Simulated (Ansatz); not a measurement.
# Al22Cr5 (Cr on 19 % of the Al sites, one arrangement): core-level shifts

What do XPS lines of Al22Cr5 (Cr on 19 % of the Al sites, one arrangement) look like, site by site?

Program: Ansatz 0.2.0. Level of theory: DFT, r2SCAN, plane-wave PAW, default files, scalar-relativistic. Results are calculated unless marked as measured.

In doubt: warnings of the run leave room for a lower electronic state, so energies may not be the lowest and differences between runs may mislead.

## 1. The starting structure

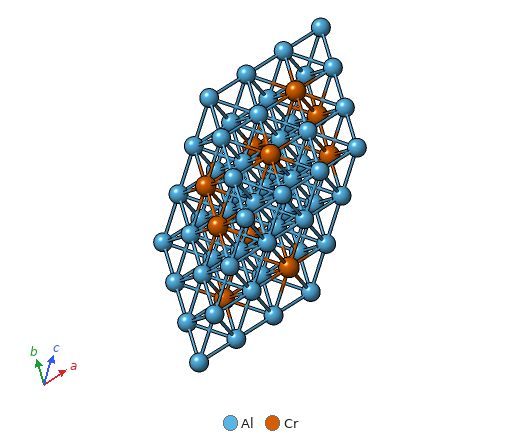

Start, viewed from a free direction; aluminium blue, chromium orange. Some periodic images of atoms are drawn too.

## 2. Relaxation

Atoms near a foreign or missing neighbour move off the ideal sites, so they are relaxed first.

File input.yaml:

```yaml
crystal:
  lattice:
    - [0.0, 5.9434522116, 5.9434522116]
    - [5.9434522116, 0.0, 5.9434522116]
    - [5.9434522116, 5.9434522116, 0.0]
  atoms:
    - { symbol: Al, position: [0.0, 0.0, 0.0] }
    - { symbol: Al, position: [0.0, 0.0, 0.3333333333] }
    - { symbol: Al, position: [0.0, 0.0, 0.6666666667] }
    - { symbol: Al, position: [0.0, 0.3333333333, 0.0] }
    - { symbol: Al, position: [0.0, 0.3333333333, 0.3333333333] }
    - { symbol: Cr, position: [0.0, 0.3333333333, 0.6666666667], spin: 3.0 }
    - { symbol: Al, position: [0.0, 0.6666666667, 0.0] }
    - { symbol: Al, position: [0.0, 0.6666666667, 0.3333333333] }
    - { symbol: Cr, position: [0.0, 0.6666666667, 0.6666666667], spin: 3.0 }
    - { symbol: Al, position: [0.3333333333, 0.0, 0.0] }
    - { symbol: Al, position: [0.3333333333, 0.0, 0.3333333333] }
    - { symbol: Al, position: [0.3333333333, 0.0, 0.6666666667] }
    - { symbol: Cr, position: [0.3333333333, 0.3333333333, 0.0], spin: 3.0 }
    - { symbol: Al, position: [0.3333333333, 0.3333333333, 0.3333333333] }
    - { symbol: Al, position: [0.3333333333, 0.3333333333, 0.6666666667] }
    - { symbol: Al, position: [0.3333333333, 0.6666666667, 0.0] }
    - { symbol: Al, position: [0.3333333333, 0.6666666667, 0.3333333333] }
    - { symbol: Al, position: [0.3333333333, 0.6666666667, 0.6666666667] }
    - { symbol: Al, position: [0.6666666667, 0.0, 0.0] }
    - { symbol: Cr, position: [0.6666666667, 0.0, 0.3333333333], spin: 3.0 }
    - { symbol: Al, position: [0.6666666667, 0.0, 0.6666666667] }
    - { symbol: Al, position: [0.6666666667, 0.3333333333, 0.0] }
    - { symbol: Al, position: [0.6666666667, 0.3333333333, 0.3333333333] }
    - { symbol: Al, position: [0.6666666667, 0.3333333333, 0.6666666667] }
    - { symbol: Cr, position: [0.6666666667, 0.6666666667, 0.0], spin: 3.0 }
    - { symbol: Al, position: [0.6666666667, 0.6666666667, 0.3333333333] }
    - { symbol: Al, position: [0.6666666667, 0.6666666667, 0.6666666667] }
magnetization:
  spin_polarized: true
kpoints:
  mp_grid: { grid: [4, 4, 4] }
scf:
  occupations: { method: fermi_dirac, width: 0.08 }
  n_extra_bands: 27
hamiltonian:
  xc: r2scan
  pseudopotentials: { kind: paw }
output:
  forces: true
relax:
  f_tol: 0.04
  max_steps: 35
  cell: {}
```

Command:

```console
> ansatz run input.yaml --threads 4 --pin off --max-ram 14336MiB --backend cpu --events-out ev --progress --plain --runs-dir out
```

Numbers of over 12 decimals in the logs are rounded to 6 here.

Output:

```text
Warning: the band count 95 (scf.n_extra_bands) hosts the net moment |M| = 15.0000 μB (N_el = 136) but caps the reachable moment at 2·n_bands − N_el = 54.0000 μB, below the 103 bands that the automatic rule leaves for it — a moment growing past the seed, or the majority channel's smearing tail, pins there with fewer empty majority states than that count leaves; raise or omit scf.n_extra_bands unless the cap is intended
scf.n_extra_bands = 27 over 68 filled bands (N_el = 136.0): the run solves 95 bands
Engine: ansatz 0.2.0, x86_64-unknown-linux-gnu
Pseudopotentials: kind: paw
Pseudopotential: Al, paw, valence charge 3, recommended cutoff 500 eV (meta_gga), Al.paw.azcp
Pseudopotential: Cr, paw, valence charge 14, recommended cutoff 500 eV (meta_gga), Cr.paw.azcp
Functional definition: r2SCAN
  parameter k0 = 0.174
  parameter k1 = 0.065
  parameter a1 = 4.9479
  exchange = r2scan_x(k0 = k0, k1 = k1, a1 = a1)
  correlation = r2scan_c
Crystal: 27 atoms, lattice volume = 419.900 Å³
Basis set: ecut = 500 eV, 10777 PW (Γ), exchange–correlation on 256×256×256 points (64 copies of the dense FFT grid, shifted against one another)
Bands: 95, of which v1, the nominal top of the filled ones, is band 68 counted from 1 (67 counted from 0)
Symmetry: 4 space group operations
Space group: Fmm2 (ITA 42), of the structure as read, at distance tolerance 7.5e-5 Å
Magnetic group: BNS 42.219 (UNI 317), of the structure as read, at distance tolerance 7.5e-5 Å
k-points: 18 of 64 (time reversal used)
Non-local potential: Al, projectors of the file, l = 0: 2, l = 1: 2, l = 2: 1
Non-local potential: Cr, projectors of the file, l = 0: 3, l = 1: 2, l = 2: 3, l = 3: 1
PAW form: soft (Blöchl's): semilocal exchange-correlation on the pseudo side does not see the compensation charge
PAW frozen core: Al, regenerated for the run's functional (the file was generated under x = pbe(κ = 0.804, μ = 0.219515), c = pbe(β = 0.066725))
PAW frozen core: Cr, regenerated for the run's functional (the file was generated under x = pbe(κ = 0.804, μ = 0.219515), c = pbe(β = 0.066725))
PAW one-centre angular grid: Al, 302 points (default); XC on 160 Gauss nodes
PAW one-centre angular grid: Cr, 590 points (default); XC on 160 Gauss nodes
Initial density: superposition of atomic densities (chi_scale 0.1, normalization cell)
Starting moments: Σ|m| = 15 μB on 5 of 27 sites
Initial wavefunctions: pseudopotential atomic-orbital guess
Functional: x = r2scan, c = r2scan; τ floored in thin density (d = 2e-4 eV/Å³)
SCF iter   1: F=—  HF=-28804.763766 eV  |F-HF|=—  |Δ(HF+E_count)|=         —  Δρ=5.33e-2 (↑5.33e-2 ↓3.84e-2)  dr2=4.01e1  dr2_τ=1.91e-1  dr2_m=3.27e-1  M=13.788 μB ∫|m|=15.438 μB  β_m=1.00  ethr=3.10e-3  ⟨swp⟩=7.5  Hψ=15721  notcnv=0
Mixer restart at iter 1: flushing history
preconditioner: auto → Kerker (q_TF=auto, 2.261 Å⁻¹)  [metal: Δε(μ)=0.000 eV  Ē_g=6.196 eV  σ=0.080 eV  W_gap=0.00  n_scr=64 (ndim 8)  ℏωp=17.8 eV  f_vac=0.000  D(μ)=12.68/eV (n_scr^D=88)]
spin=Collinear: Kerker preconditioning applied to the charge; magnetization (m = ρ↑ − ρ↓) channel mixes plain (no charge-response kernel on spin).
SCF iter   2: F=—  HF=-28803.804289 eV  |F-HF|=—  |Δ(HF+E_count)|=   9.59e-1  Δρ=2.48e-2 (↑1.30e-2 ↓2.48e-2)  dr2=5.23e0  dr2_τ=2.51e-2  dr2_m=4.87e-1  M=14.033 μB ∫|m|=16.944 μB  β_m=1.00  ethr=3.10e-3  ⟨swp⟩=3.7  Hψ=7986  notcnv=0  defer=250  κ⁻¹=1.0e0(r=1)
SCF iter   3: F=—  HF=-28803.324604 eV  |F-HF|=—  |Δ(HF+E_count)|=   4.80e-1  Δρ=1.03e-2 (↑1.03e-2 ↓9.86e-3)  dr2=1.39e0  dr2_τ=1.34e-2  dr2_m=2.56e-2  M=14.117 μB ∫|m|=17.703 μB  β_m=1.00  ethr=3.10e-3  ⟨swp⟩=2.8  Hψ=5220  notcnv=0  defer=251  κ⁻¹=4.0e-2(r=2)
SCF iter   4: F=—  HF=-28803.469240 eV  |F-HF|=—  |Δ(HF+E_count)|=   1.45e-1  Δρ=6.76e-3 (↑6.72e-3 ↓6.76e-3)  dr2=7.49e-1  dr2_τ=5.14e-3  dr2_m=1.21e-3  M=14.205 μB ∫|m|=17.878 μB  β_m=1.00  ethr=1.02e-3  ⟨swp⟩=2.5  Hψ=4239  notcnv=0  defer=244  κ⁻¹=3.3e-3(r=3)
SCF iter   5: F=—  HF=-28803.644727 eV  |F-HF|=—  |Δ(HF+E_count)|=   1.75e-1  Δρ=2.46e-3 (↑2.46e-3 ↓2.07e-3)  dr2=7.13e-2  dr2_τ=1.36e-3  dr2_m=9.37e-3  M=14.672 μB ∫|m|=18.466 μB  β_m=1.00  ethr=5.50e-4  ⟨swp⟩=2.9  Hψ=6981  notcnv=0  defer=244  κ⁻¹=1.6e-4(r=4)
SCF iter   6: F=—  HF=-28803.678981 eV  |F-HF|=—  |Δ(HF+E_count)|=         —  Δρ=3.25e-3 (↑3.25e-3 ↓2.51e-3)  dr2=1.99e-2  dr2_τ=1.30e-3  dr2_m=2.89e-2  M=15.225 μB ∫|m|=19.110 μB  β_m=1.00  ethr=5.25e-5  ⟨swp⟩=2.1  Hψ=5723  notcnv=0  defer=248
Mixer restart at iter 6: flushing history
SCF iter   7: F=—  HF=-28803.671475 eV  |F-HF|=—  |Δ(HF+E_count)|=   7.51e-3  Δρ=1.26e-3 (↑1.26e-3 ↓1.08e-3)  dr2=1.13e-2  dr2_τ=2.48e-4  dr2_m=3.16e-3  M=15.336 μB ∫|m|=19.300 μB  β_m=1.00  ethr=1.47e-5  ⟨swp⟩=2.0  Hψ=4758  notcnv=0  defer=248  κ⁻¹=1.0e0(r=1)
SCF iter   8: F=—  HF=-28803.668597 eV  |F-HF|=—  |Δ(HF+E_count)|=   2.88e-3  Δρ=6.06e-4 (↑5.15e-4 ↓6.06e-4)  dr2=7.81e-3  dr2_τ=5.69e-5  dr2_m=1.01e-4  M=15.399 μB ∫|m|=19.427 μB  β_m=1.00  ethr=8.33e-6  ⟨swp⟩=2.1  Hψ=5127  notcnv=0  defer=249  κ⁻¹=3.5e-2(r=2)
SCF iter   9: F=—  HF=-28803.672788 eV  |F-HF|=—  |Δ(HF+E_count)|=   4.19e-3  Δρ=4.11e-4 (↑3.52e-4 ↓4.11e-4)  dr2=4.88e-3  dr2_τ=2.10e-5  dr2_m=4.93e-5  M=15.402 μB ∫|m|=19.452 μB  β_m=1.00  ethr=5.74e-6  ⟨swp⟩=2.4  Hψ=5763  notcnv=0  defer=247  κ⁻¹=7.6e-3(r=3)
SCF iter  10: F=—  HF=-28803.675574 eV  |F-HF|=—  |Δ(HF+E_count)|=   2.79e-3  Δρ=1.65e-4 (↑1.65e-4 ↓1.47e-4)  dr2=6.69e-4  dr2_τ=5.44e-6  dr2_m=3.76e-5  M=15.375 μB ∫|m|=19.442 μB  β_m=1.00  ethr=3.59e-6  ⟨swp⟩=2.1  Hψ=6122  notcnv=0  defer=246  κ⁻¹=9.0e-4(r=4)
SCF iter  11: F=—  HF=-28803.675206 eV  |F-HF|=—  |Δ(HF+E_count)|=   3.68e-4  Δρ=1.40e-4 (↑1.40e-4 ↓8.56e-5)  dr2=7.49e-5  dr2_τ=2.96e-6  dr2_m=2.66e-5  M=15.366 μB ∫|m|=19.425 μB  β_m=1.00  ethr=4.92e-7  ⟨swp⟩=2.4  Hψ=6190  notcnv=0  defer=245  κ⁻¹=8.5e-4(r=5)
SCF iter  12: F=—  HF=-28803.675344 eV  |F-HF|=—  |Δ(HF+E_count)|=   1.38e-4  Δρ=6.75e-5 (↑6.75e-5 ↓4.82e-5)  dr2=3.76e-5  dr2_τ=7.55e-7  dr2_m=3.10e-6  M=15.373 μB ∫|m|=19.439 μB  β_m=1.00  ethr=5.51e-8  ⟨swp⟩=2.0  Hψ=5904  notcnv=0  defer=244  κ⁻¹=3.2e-4(r=6)
SCF iter  13: F=—  HF=-28803.675450 eV  |F-HF|=—  |Δ(HF+E_count)|=   1.06e-4  Δρ=3.05e-5 (↑3.05e-5 ↓2.10e-5)  dr2=1.51e-5  dr2_τ=8.46e-8  dr2_m=2.63e-7  M=15.377 μB ∫|m|=19.447 μB  β_m=1.00  ethr=2.77e-8  ⟨swp⟩=2.0  Hψ=5802  notcnv=0  defer=242  κ⁻¹=2.6e-5(r=7)
SCF iter  14: F=—  HF=-28803.675470 eV  |F-HF|=—  |Δ(HF+E_count)|=   1.99e-5  Δρ=1.65e-5 (↑1.17e-5 ↓1.65e-5)  dr2=1.13e-6  dr2_τ=2.45e-8  dr2_m=6.06e-7  M=15.379 μB ∫|m|=19.449 μB  β_m=1.00  ethr=1.11e-8  ⟨swp⟩=2.0  Hψ=5616  notcnv=0  defer=242  κ⁻¹=6.4e-6(r=8)
[...]
SCF iter  15: F=—  HF=-28804.128902 eV  |F-HF|=—  |Δ(HF+E_count)|=  5.82e-11  Δρ=2.46e-8 (↑2.46e-8 ↓1.48e-8)  dr2=4.68e-12  dr2_τ=8.70e-14  dr2_m=3.82e-13  M=13.967 μB ∫|m|=17.926 μB  β_m=1.00  ethr=1.00e-12  ⟨swp⟩=1.0  Hψ=3420  notcnv=0  κ⁻¹=2.1e-5(r=8)
SCF iter  16: F=-28804.128902 eV  HF=-28804.128902 eV  |F-HF|=2.26e-10  |Δ(HF+E_count)|=  1.16e-10  Δρ=1.24e-7 (↑1.24e-7 ↓7.27e-8)  dr2=2.58e-10  dr2_τ=1.15e-12  dr2_m=2.88e-12  M=13.967 μB ∫|m|=17.926 μB  ethr=1.00e-12  ⟨swp⟩=2.0  Hψ=8222  notcnv=0
SCF 6 converged in 16 iterations: F = -28804.128902 eV  dr2 = 2.58e-10
relax step   6: F+E_penalty+E_count = -28804.12890205 eV  Δ(F+E_penalty+E_count) = +8.401e-4 eV  max|allowed force component| = 1.696e-3 eV/Å  Δτ_max = 0.0000 Å  P = +0.001 GPa  Ω = 412.187 Å³  stress off target by 9.03e-3 GPa  SCF on the basis re-selected at this cell (its energy is not comparable with the rows above)  (16 SCF iters)
basis re-selected at this cell: Δ(F+E_penalty+E_count) = +8.401e-4 eV, ΔP = -0.001 GPa vs the last step (what re-selecting the basis moved, of the pressure what is left beyond the Pulay correction that the steps carried, after the strain that the cell walked since its last selection, with what the two solves' SCF thresholds leave and, on support functions, any second-order correction that the steps lacked; it is no m [...]
WARN: an SCF from ferrimagnetic starting moments (0.00, 0.00, 0.00, 0.00, 0.00, -3.00, 0.00, 0.00, 3.00, 0.00, 0.00, 0.00, 3.00, 0.00, 0.00, 0.00, 0.00, 0.00, 0.00, 3.00, 0.00, 0.00, 0.00, 0.00, -3.00, 0.00, 0.00 Bohr magnetons, atom by atom) was not made, by what the run has read of turns of its moments that order reads lower: the deck asks for what bars it, or types moments that do (magnetization.spin_polarized, in [...]
SCF converged after 16 iterations
Stability not checked: this state was not tested for a lower state beside it, because the mixer in use, unlike msr1, does not test its closes by its own steps (another_mixer; see scf.mixing.algorithm and scf.lower_state_search)
Magnetization: 13.9665 μB (74.9833 up, 61.0167 down)
Absolute magnetization: 17.9488 μB (∫|ρ↑−ρ↓|, with the PAW one-centre terms)
Spin contamination: 1.6980 ħ² per cell (⟨S²⟩ above its minimum at these occupations)
Per-site moments (μB) at R_I (Å): [(-0.053509, 1.126826), (-0.025228, 1.113077), (-0.051019, 1.111727), (-0.033419, 1.104219), (-0.039432, 1.126202), (2.742593, 1.111727), (-0.027437, 1.104219), (-0.027437, 1.104219), (2.735682, 1.112591), (-0.039432, 1.126202), (0.00430856, 1.112951), (-0.039432, 1.126202), (2.866804, 1.123941), (-0.023386, 1.112951), (-0.027437, 1.104219), (-0.053509, 1.126826), (-0.051019, 1.111727), (-0.025228, 1.113077), (-0.023386, 1.112951), (2.866804, 1.123941), (-0.027437, 1.104219), (-0.051740, 1.129939), (-0.053509, 1.126826), (-0.053509, 1.126826), (2.742593, 1.111727), (-0.039432, 1.126202), (-0.033419, 1.104219)]
Free energy (F): -28804.128902 eV
Harris-Foulkes:  -28804.128902 eV  (|F-HF|=2.26e-10)
Internal energy: -28803.888938 eV  (E = F + TS)
E sigma→0 (E₀):  -28804.008920 eV
Entropy (-TS):   -0.239964 eV (-8.888 meV/atom)
Fermi energy:    9.707202 eV
--- Per-component energies (eV) ---
  E_band       = -1128.065237
  E_kinetic    = 2239.204939
  E_local      = -11657.160248  (includes V_loc(G=0)·N_el)
  E_nonlocal   = 626.921789
  E_hartree    = 5299.602965
  E_xc         = -1498.594257
  E_vxc        = -1689.563351  (∫ρ·V_xc dr)
  E_paw        = -16440.041565  (= ΣΔE_a)
  E_vpaw       = -1337.162732  (= ΣTr[D̂ρ^β])
  E_aug_tail   = 0.001100  (compensation charges beyond the density's cutoff)
  E_vtau       = 90.485182  (kinetic-family band-sum trace: ∫τ·v_τ [+ j·A + Jᵃ·Aᵃ] dr)
  E_ewald      = -7371.139647
  E_core_change = -2.684014  (= ΣΔE_core)
  E_smearing   = -0.239964  (= −TS)
  E_closure    = 0.000000  (closes the sum)
  Σ components = -28804.128902   (vs F -28804.128902, Δ=0.00e0)
--- Forces (eV/Å), atoms counted from 1 ---
  atom   1  Al    -0.00066339    -0.00075403     0.00066503
  atom   2  Al     0.00000000     0.00010131    -0.00066237
  atom   3  Al     0.00169568     0.00000000    -0.00034969
  atom   4  Al     0.00000000     0.00019749     0.00002005
  atom   5  Al     0.00075048    -0.00078046     0.00020962
  atom   6  Cr    -0.00050528     0.00000000    -0.00143507
  atom   7  Al     0.00002983    -0.00067794     0.00023420
  atom   8  Al    -0.00002983     0.00067794     0.00023420
  atom   9  Cr     0.00000000     0.00000000    -0.00039267
  atom  10  Al    -0.00075048    -0.00078046     0.00020962
  atom  11  Al     0.00000000     0.00000000    -0.00125718
  atom  12  Al     0.00075048     0.00078046     0.00020962
  atom  13  Cr     0.00000000    -0.00115469    -0.00019151
  atom  14  Al    -0.00001880     0.00000000     0.00115548
  atom  15  Al    -0.00002983    -0.00067794     0.00023420
  atom  16  Al     0.00066339     0.00075403     0.00066503
  atom  17  Al    -0.00169568     0.00000000    -0.00034969
  atom  18  Al     0.00000000    -0.00010131    -0.00066237
  atom  19  Al     0.00001880     0.00000000     0.00115548
  atom  20  Cr     0.00000000     0.00115469    -0.00019151
  atom  21  Al     0.00002983     0.00067794     0.00023420
  atom  22  Al     0.00000000     0.00000000     0.00014500
  atom  23  Al     0.00066339    -0.00075403     0.00066503
  atom  24  Al    -0.00066339     0.00075403     0.00066503
  atom  25  Cr     0.00050528     0.00000000    -0.00143507
  atom  26  Al    -0.00075048     0.00078046     0.00020962
  atom  27  Al     0.00000000    -0.00019749     0.00002005
  max |Σ_I F_I| component: 4.29e-6 eV/Å
--- Stress (GPa, compression-positive) ---
       -0.008488       0.000000       0.000000
        0.000000       0.003137       0.000000
        0.000000       0.000000       0.009034
  P = ⅓ Tr σ = 0.0012 GPa (0.012 kbar)
--- Relaxed structure (5 steps of the walk, 4 accepted, 1 SCFs on fresh bases) ---
  F+E_penalty+E_count = -28804.12890205 eV   max|allowed force component| = 1.696e-3 eV/Å   (the final SCF, on the basis selected at the relaxed cell)
  cell:  # Å, volume = 412.1875 Å³
    - [0.0, 5.852981, 5.942640]
    - [5.925272, 0.0, 5.942640]
    - [5.925272, 5.852981, 0.0]
  atoms:
    - { symbol: Al, position: [-0.00599699, 0.00289096, 0.00131269] }
    - { symbol: Al, position: [-0.00382173, 0.000187595, 0.333146] }
    - { symbol: Al, position: [0.0023531, 0.000319849, 0.664314] }
    - { symbol: Al, position: [-0.00759764, 0.354158, -0.020825] }
    - { symbol: Al, position: [0.00537726, 0.334401, 0.326961] }
    - { symbol: Cr, position: [0.00134286, 0.321476, 0.665324] }
    - { symbol: Al, position: [-0.00567878, 0.664345, -0.00568706] }
    - { symbol: Al, position: [-0.00232216, 0.660988, 0.347021] }
    - { symbol: Cr, position: [0.010103, 0.676769, 0.656564] }
    - { symbol: Al, position: [0.333405, 0.00637265, -0.00106718] }
    - { symbol: Al, position: [0.339585, 0.00625122, 0.327082] }
    - { symbol: Al, position: [0.339706, 7.178670502513973e-5, 0.661289] }
    - { symbol: Cr, position: [0.330600, 0.336239, -0.00290518] }
    - { symbol: Al, position: [0.332453, 0.327701, 0.334214] }
    - { symbol: Al, position: [0.319645, 0.339020, 0.668989] }
    - { symbol: Al, position: [0.336224, 0.660670, 0.00179335] }
    - { symbol: Al, position: [0.333653, 0.669020, 0.333013] }
    - { symbol: Al, position: [0.333521, 0.662845, 0.670488] }
    - { symbol: Al, position: [0.661035, -0.000880622, 0.00563207] }
    - { symbol: Cr, position: [0.669572, -0.00273337, 0.336067] }
    - { symbol: Al, position: [0.672354, -0.013688, 0.672345] }
    - { symbol: Al, position: [0.664228, 0.330894, 0.00243895] }
    - { symbol: Al, position: [0.664873, 0.332021, 0.330442] }
    - { symbol: Al, position: [0.665354, 0.331540, 0.672664] }
    - { symbol: Cr, position: [0.654809, 0.668010, 0.011857] }
    - { symbol: Al, position: [0.667734, 0.672044, 0.333262] }
    - { symbol: Al, position: [0.687491, 0.659069, 0.674264] }
```

The job ended after 25 min (4 threads of Intel Xeon at 2.50GHz (Skylake/Cascade Lake), shared host; peak memory 2.9 GiB; 1.5 h of CPU time).

Relaxation path:

```csv
step,energy less that of the first step (eV),largest force component (eV/Å),pressure (GPa),volume (Å³)
1,0.0000,0.7960,-1.13,419.90
2,-0.4230,0.2384,-0.21,413.57
3,-0.4527,0.0421,0.03,412.10
4,-0.4525,0.0663,-0.03,412.31
5,-0.4543,0.0017,0.00,412.19
6*,-0.4534,0.0017,0.00,412.19
```

Relaxation steps marked * repeat the geometry before them on a plane-wave basis chosen anew for their cell, so energy and pressure can jump there. Relaxation step 4 was tried and not accepted.

Forces are held to the 4 operations that the run works with; a distortion that breaks them can't arise in this run.

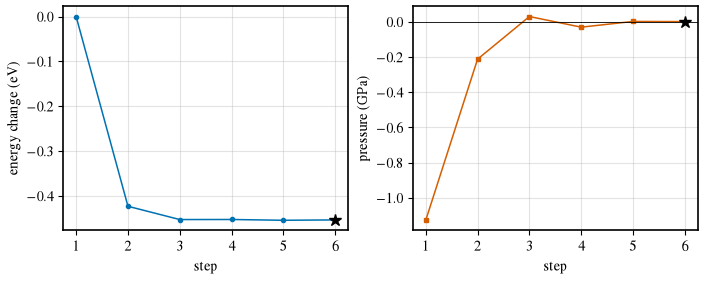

Energy and pressure along the relaxation. Stars mark steps on a basis chosen anew.

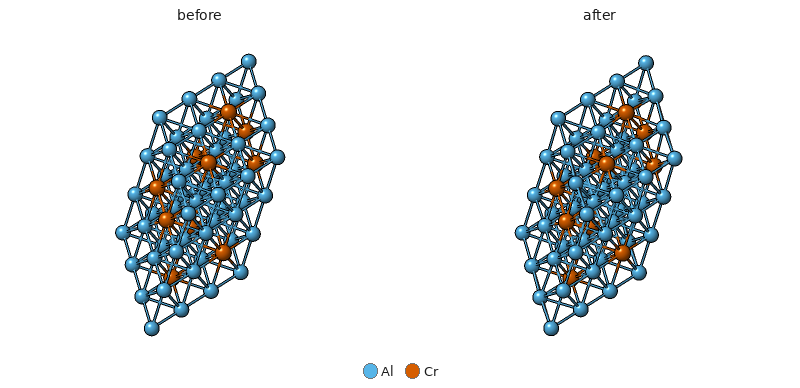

Before and after, at one scale.

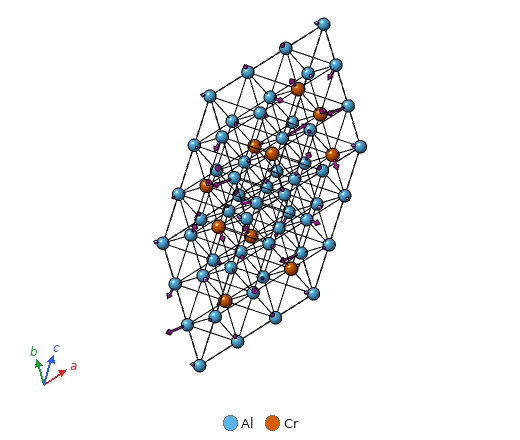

Displacements in the relaxation, exaggerated, measured against the changing cell; the longest in the cell stands for 0.18 Å. Some periodic images of atoms are drawn too.

```csv
"conventional cell, symmetrised",before,after,change
a (Å),11.887,11.706,-1.5 %
b (Å),11.887,11.851,-0.3 %
c (Å),11.887,11.885,-0.0 %
volume (Å³/atom),15.55,15.27,-1.8 %
```

The atoms that moved most (Å, as changes of fractional coordinates times the final cell):

```csv
atom,dx,dy,dz,length
Al4,0.000,-0.166,0.079,0.184
Al27,0.000,0.166,0.079,0.184
Cr9,0.000,0.000,0.120,0.120
Cr25,0.078,0.000,-0.062,0.100
Cr6,-0.078,0.000,-0.062,0.100
Al8,0.047,0.067,-0.048,0.095
Al7,-0.047,-0.067,-0.048,0.095
Al21,-0.047,0.067,-0.048,0.095
```

This step gave:

```yaml
free_energy: -28804.1289 eV
energy_at_zero_smearing: -28804.0089 eV
smearing_term_ts: 0.2400 eV
fermi_energy: 9.707 eV
magnetization: 13.97 μB
absolute_magnetization: 17.95 μB
symmetry_operations: 4
pressure: 0.001227 GPa
```

The relaxation ends with a largest force component of 0.0017 eV/Å and a pressure of 0.00 GPa.

(Continued in part 2 of 3.)

[Logs are printed without paths, hosts, clocks, repeated set-up lines and the standing remarks that a program may print on its own settings, such as how far it seeks lower states.]

[Hosts, paths, dates, database ids (printed as entryN), source tags and the programs' standing remarks are cut or masked in the printed files.]

[Maps of the electrostatic potential energy from Ansatz leave out the sawtooth potential of an applied field or a dipole correction, so their vacuum need not be flat; work functions include it.]
